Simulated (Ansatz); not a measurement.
## Electronic structure of C$_{4}$H$_{12}$N···C$_{2}$F$_{3}$O$_{2}$ (tetramethylammonium trifluoroacetate) in real space

```xyz
24

C    -1.4202   -0.3592    0.8381
N    -0.2556    0.4386    1.3269
C     0.9773   -0.4038    1.2632
C    -0.4885    0.8839    2.7194
C    -0.0875    1.6191    0.4272
H    -1.4853   -1.2834    1.4259
H    -2.3309    0.2390    0.9730
H    -1.2500   -0.5550   -0.2375
H     1.1581   -0.7188    0.2075
H     1.8197    0.1949    1.6340
H     0.8294   -1.2773    1.9115
H    -1.3936    1.5035    2.7573
H    -0.6146    0.0034    3.3624
H     0.3757    1.4684    3.0601
H    -0.9567    2.2779    0.5533
H    -0.0510    1.2339   -0.6087
H     0.8316    2.1484    0.7081
O    -0.4796   -0.1233   -1.9953
C     0.5309   -0.7991   -2.2851
O     1.4487   -1.1977   -1.5560
C     0.6694   -1.2169   -3.7720
F     1.8416   -0.8126   -4.2750
F     0.6215   -2.5503   -3.8919
F    -0.2908   -0.7136   -4.5464
```

Geometry: PBE0-D4/def2-SVP.

Level of theory: RKS PBE0-D4/def2-TZVP in Ansatz.

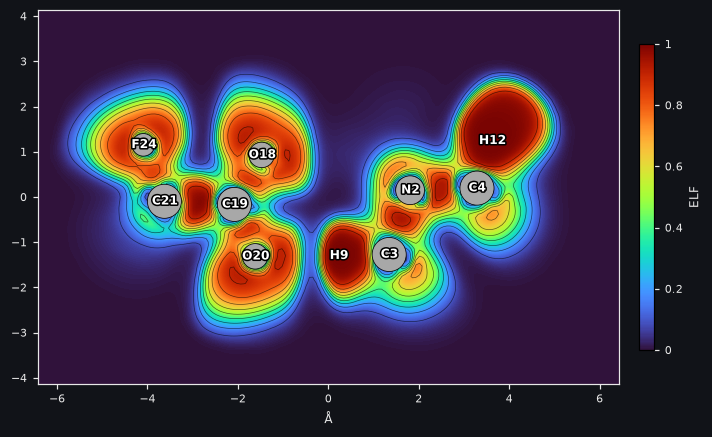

Figure 1. ELF on the plane of atoms N2, C3 and H9. Grey discs cover the atomic cores.

### Describe what can be read from this map.

The plane passes through N, C, H, O and F nuclei.
O20···H9 (1.85 Å): the ELF dips to about 0.15 between them.
C–O (1.24 Å): the ELF peaks at about 0.85 between the atoms: a short, strongly polar bond.
C–F (1.33 Å): the ELF peaks at about 0.85 between the atoms, as expected for a polar covalent bond.
C–N (1.48 Å): the ELF peaks at about 0.95 between the atoms: a covalent bond.
C–C (1.55 Å): the ELF peaks at about 1 between the atoms; localised, covalent bonding.
The ELF also peaks beside O20, F24 and O18, away from the bonds: lone-pair regions.

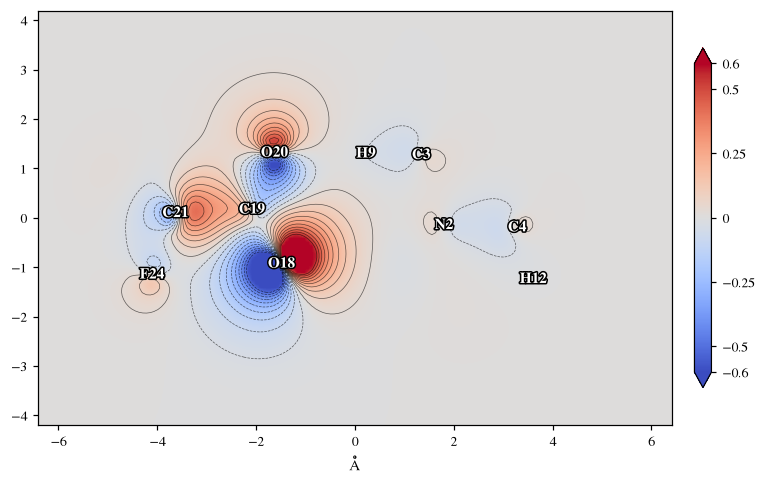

Figure 2. The HOMO−1 on the plane of atoms O18, C19 and O20 (values in Å⁻³ᐟ²; the overall sign is arbitrary).

### Where does this orbital lie, and at what energy?

It lies mainly on O18 (about 65 %), C19 (about 10 %) and O20 (about 10 %). Its energy is −6.66 eV.

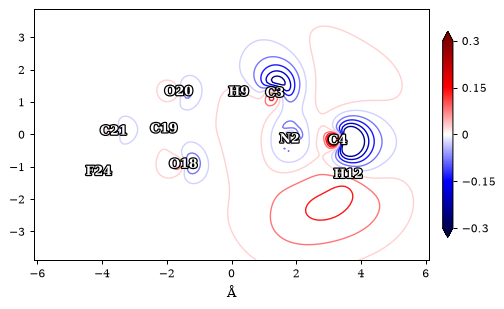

Figure 3. One frontier orbital on the plane of atoms O18, C19 and O20 (values in Å⁻³ᐟ²; the overall sign is arbitrary).

### Which orbital is it: HOMO or LUMO?

The LUMO, at −0.24 eV. Its weight (Hirshfeld) is mainly on C4 (about 10 %), H12 (about 10 %), H13 (about 10 %), H14 (about 10 %), H15 (about 5 %) and H7 (about 5 %).
